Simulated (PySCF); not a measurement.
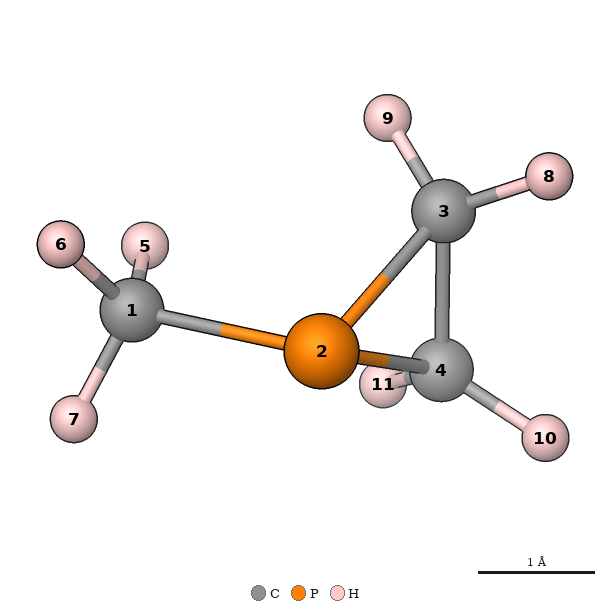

Orthographic view. Depth is shown by fading: the farther an atom, the more it takes the colour of the background. The geometry was computed by an optimisation with GFN2-xTB. No frequency run is at hand to confirm it as a minimum.

Write a Z-matrix (Å, degrees) in the order of the atom numbers, with these reference atoms: 2 to 1; 3 to 2, 1; 4 to 3, 2, 1; 5 to 1, 2, 4; 6 to 1, 5, 2; 7 to 1, 5, 6; 8 to 3, 4, 2; 9 to 3, 8, 4; 10 to 4, 3, 8; 11 to 4, 10, 3.

```
C  
P    1   1.861
C    2   1.843   1    99.8
C    3   1.505   2    65.9   1   -93.6
H    1   1.088   2   111.9   4   -32.4
H    1   1.089   5   109.5   2   120.9
H    1   1.089   5   109.5   6   118.3
H    3   1.082   4   116.9   2   108.7
H    3   1.082   8   113.3   4  -142.8
H    4   1.082   3   117.0   8    -0.3
H    4   1.082  10   113.4   3   142.7
```
